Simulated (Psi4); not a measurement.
**SiNH4ClO (SMILES N[SiH](O)Cl): SVWN5/6-31G(d) (spherical functions)**

Aim: the vertical singlet–triplet gap of SiNH4ClO at SVWN5/6-31G* (spherical functions), from 2 runs. 

The results are computed with Psi4 1.11.

## 1. The structure to begin with

SiNH4ClO has 8 atoms, charge 0, and is taken as a singlet. SMILES: `N[SiH](O)Cl`. The coordinates come from a PBE0-D4/def2-TZVP relaxation. This is one conformer, not always the lowest.

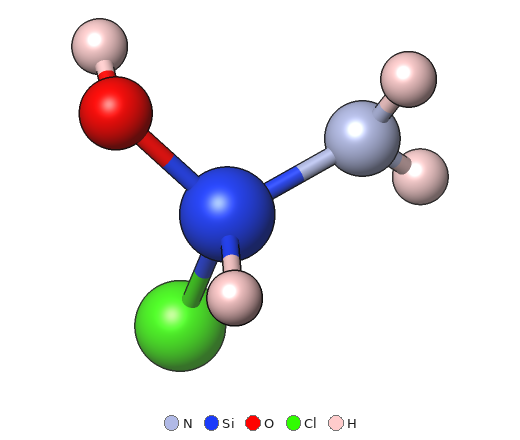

Viewed from a chosen angle; nitrogen light blue, silicon blue, oxygen red, chlorine green, hydrogen pink.

## 2. Energy and gradient at SVWN5/6-31G(d) (spherical functions)

job.dat

```
memory 2200 MB

molecule system {
  N
  Si 1 R2
  O 2 R3 1 A3
  Cl 2 R4 3 A4 1 D4
  H 1 R5 2 A5 3 D5
  H 1 R6 5 A6 2 D6
  H 2 R7 3 A7 1 D7
  H 3 R8 2 A8 7 D8

  R2 = 1.699958
  R3 = 1.631159
  A3 = 111.16815
  R4 = 2.057647
  A4 = 112.62392
  D4 = -116.84752
  R5 = 1.005993
  A5 = 120.73598
  D5 = -147.44535
  R6 = 1.006997
  A6 = 112.38893
  D6 = 154.29842
  R7 = 1.474444
  A7 = 103.78735
  D7 = 127.15508
  R8 = 0.959805
  A8 = 116.72124
  D8 = 176.43377
  symmetry c1
  no_reorient
  no_com
}

set {
  basis 6-31G*
  puream true
  e_convergence 1e-09
  d_convergence 1e-08
  scf_type pk
  dft_radial_points 99
  dft_spherical_points 590
}

result, w = gradient("scf", dft_functional={"name": "SVWN5", "x_functionals": {"LDA_X": {}}, "c_functionals": {"LDA_C_VWN": {}}}, return_wfn=True)
```

The run is started by

```bash
$ psi4 job.dat job.out -n 1
```

job.out:

```text
[...]
  Running in c1 symmetry.
[...]
  Nuclear repulsion =  228.759090327484358
[...]
  Multiplicity = 1
[...]
  Nalpha       = 25
  Nbeta        = 25
[...]
    Number of basis functions: 72
[...]
   @RKS iter   1:  -878.02153915204246    2.24795e-01   1.48208e-02 DIIS/ADIIS
[...]
   @RKS iter  12:  -878.50046582816083   -6.36646e-12   5.94008e-09 DIIS
[...]
    Orbital Energies [Eh]
    ---------------------
    Doubly Occupied:
       1A   -100.274207     2A    -65.156033     3A    -18.620179
       4A    -13.851232     5A     -9.120231     6A     -6.977914
       7A     -6.971385     8A     -6.971057     9A     -5.060708
      10A     -3.504338    11A     -3.501819    12A     -3.499659
      13A     -0.921793    14A     -0.783593    15A     -0.740740
      16A     -0.520966    17A     -0.463032    18A     -0.441604
      19A     -0.375032    20A     -0.354363    21A     -0.312512
      22A     -0.296260    23A     -0.276235    24A     -0.275604
      25A     -0.232753
[...]
  @RKS Final Energy:  -878.50046582816083
   => Energetics <=
    Nuclear Repulsion Energy =            228.7590903274843583
    One-Electron Energy =               -1672.9558938045161085
    Two-Electron Energy =                 628.3130906820811106
    DFT Exchange-Correlation Energy =     -62.6167530332100881
    Empirical Dispersion Energy =           0.0000000000000000
    VV10 Nonlocal Energy =                  0.0000000000000000
    Total Energy =                       -878.5004658281608272
[...]
 Multipole Moments:
 ------------------------------------------------------------------------------------
     Multipole            Electronic (a.u.)      Nuclear  (a.u.)        Total (a.u.)
 ------------------------------------------------------------------------------------
 L = 1.  Multiply by 2.5417464519 to convert [e a0] to [Debye]
 Dipole X            :          3.7092935           -4.0010597           -0.2917662
 Dipole Y            :          2.0223795           -2.3994612           -0.3770817
 Dipole Z            :          2.6962078           -3.7787573           -1.0825495
 Magnitude           :                                                    1.1828912
[...]
  -Total Gradient:
     Atom            X                  Y                   Z
    ------   -----------------  -----------------  -----------------
       1       -0.004745136706     0.003143164570    -0.007620704475
       2       -0.000625470270    -0.002293620166     0.002606587515
       3        0.012987357064    -0.003813009929    -0.010772241204
       4       -0.002175664503    -0.001974512911     0.000037484271
       5       -0.006968775877    -0.009453119640     0.006368298018
       6        0.009873954621     0.005861134591     0.005890715769
       7        0.003818602824    -0.002012834599    -0.003943569320
       8       -0.012168408408     0.010550717955     0.007429706013
[...]
```

Run time: 13 s. Hardware: 1 thread of AMD EPYC 7R43 (Zen 3), shared host; peak memory 0.47 GiB.

## 3. The triplet: the energy at USVWN5/6-31G(d) (spherical functions)

calc.py

```python
import psi4

psi4.set_memory(2200000000)
psi4.set_num_threads(1)
psi4.set_output_file('run.log', False)

m = psi4.geometry("""
0 3
N     -0.749800     0.885600    -0.289000
Si     0.524400    -0.226200    -0.115300
O      0.551300    -0.861300     1.386900
Cl     0.173100    -1.641600    -1.566900
H     -1.217200     0.998000    -1.172700
H     -0.806900     1.712400     0.283000
H      1.896700     0.277200    -0.308600
H     -0.279500    -1.201200     1.726700
symmetry c1
no_reorient
no_com
""")

options = {'basis': '6-31G*', 'reference': 'uks', 'puream': True, 'e_convergence': 1e-09, 'd_convergence': 1e-08, 'scf_type': 'pk', 'dft_radial_points': 99, 'dft_spherical_points': 590, 'maxiter': 100}
psi4.set_options(options)

energy_value, wavefunction = psi4.energy("scf", dft_functional={"name": "SVWN5", "x_functionals": {"LDA_X": {}}, "c_functionals": {"LDA_C_VWN": {}}}, molecule=m, return_wfn=True)
psi4.oeprop(wavefunction, "MULLIKEN_CHARGES", "QUADRUPOLE", "LOWDIN_CHARGES", title="SCF")
print(f'scf energy: {energy_value:.10f} Eh')
for k, v in sorted(psi4.core.scalar_variables().items()):
    print(f'{k:45s} {v:18.10f}')
```

The run is started by

```bash
$ python calc.py
```

run.log:

```text
[...]
  Running in c1 symmetry.
[...]
  Nuclear repulsion =  228.759091773363366
[...]
  Multiplicity = 3
[...]
  Nalpha       = 26
  Nbeta        = 24
[...]
    Number of basis functions: 72
[...]
   @UKS iter   1:  -877.59978230513389    6.46552e-01   1.58908e-02 ADIIS/DIIS
[...]
   @UKS iter  21:  -878.24541256916666   -1.25056e-12   6.00190e-09 DIIS
[...]
   @S^2 Observed:                2.001762555E+00
[...]
  @UKS Final Energy:  -878.24541256916666
   => Energetics <=
    Nuclear Repulsion Energy =            228.7590917733633660
    One-Electron Energy =               -1671.2294096842281306
    Two-Electron Energy =                 626.7553880564967130
    DFT Exchange-Correlation Energy =     -62.5304827147986799
    Empirical Dispersion Energy =           0.0000000000000000
    VV10 Nonlocal Energy =                  0.0000000000000000
    Total Energy =                       -878.2454125691666604
[...]
 Multipole Moments:
 ------------------------------------------------------------------------------------
     Multipole            Electronic (a.u.)      Nuclear  (a.u.)        Total (a.u.)
 ------------------------------------------------------------------------------------
 L = 1.  Multiply by 2.5417464519 to convert [e a0] to [Debye]
 Dipole X            :        -17.4635155           17.0816124           -0.3819031
 Dipole Y            :         57.0168508          -56.6517216            0.3651292
 Dipole Z            :         35.1637535          -35.2450930           -0.0813395
 Magnitude           :                                                    0.5345890
 L = 2.  Multiply by 1.3450342976 to convert [e a0^2] to [Debye ang]
 Quadrupole XX       :        -88.1193355           59.0455029          -29.0738326
 Quadrupole XY       :         59.9647184          -59.5412368            0.4234816
[...]
  Mulliken Charges: (a.u.)
   Center  Symbol    Alpha    Beta     Spin     Total
       1     N     3.97453  3.34012  0.63441 -0.31465
       2    SI     7.19454  6.65200  0.54254  0.15345
       3     O     4.30935  4.19742  0.11192 -0.50677
       4    CL     8.62283  8.54798  0.07484 -0.17081
       5     H     0.51976  0.28473  0.23503  0.19551
       6     H     0.49536  0.28599  0.20938  0.21865
       7     H     0.54071  0.42284  0.11787  0.03646
       8     H     0.34293  0.26892  0.07401  0.38815
   Total alpha = 26.00000, Total beta = 24.00000, Total charge = -0.00000
[...]
```

The script printed:

```text
scf energy: -878.2454125692 Eh
CURRENT ENERGY                                   -878.2454125692
CURRENT REFERENCE ENERGY                         -878.2454125692
DD SOLVATION ENERGY                                 0.0000000000
DFT FUNCTIONAL TOTAL ENERGY                      -878.2454125692
DFT TOTAL ENERGY                                 -878.2454125692
DFT VV10 ENERGY                                     0.0000000000
DFT XC ENERGY                                     -62.5304827148
GRID ELECTRONS ALPHA                               26.0000001355
GRID ELECTRONS BETA                                23.9999999979
GRID ELECTRONS TOTAL                               50.0000001335
NUCLEAR REPULSION ENERGY                          228.7590917734
ONE-ELECTRON ENERGY                             -1671.2294096842
PCM POLARIZATION ENERGY                             0.0000000000
PE ENERGY                                           0.0000000000
SCF ITERATION ENERGY                             -878.2454125692
SCF ITERATIONS                                     21.0000000000
SCF TOTAL ENERGY                                 -878.2454125692
TWO-ELECTRON ENERGY                               626.7553880565
XC GRID RADIAL POINTS                              99.0000000000
XC GRID SPHERICAL POINTS                          590.0000000000
XC GRID TOTAL POINTS                           442358.0000000000
```

Run time: 23 s. Hardware: 1 thread of AMD EPYC 7R43 (Zen 3), shared host; peak memory 0.47 GiB.

## 4. Summary of results

Level: SVWN5/6-31G* (spherical functions).

| quantity | value |
| --- | --- |
| singlet: total energy | -878.50047 Eh |
| singlet: dipole moment | 3.01 D |
| singlet: HOMO energy | -6.33 eV |
| singlet: LUMO energy | 0.37 eV |
| singlet: HOMO–LUMO gap | 6.70 eV |
| singlet: largest force on an atom | 0.912 eV/Å |
| triplet: total energy | -878.24541 Eh |
| triplet: dipole moment | 1.36 D |
| triplet: HOMO energy (highest over α and β) | -0.52 eV |
| triplet: ⟨S²⟩ | 2.002 |
| vertical energy of the triplet above the singlet | 6.940 eV |

In words: At this shape the triplet lies 6.94 eV (670 kJ/mol) above the singlet. The largest force (singlet) is 0.91 eV/Å: the shape isn't a stationary point for this species at this level. Mulliken charges (triplet) run from -0.51 on O3 to +0.39 on H8.
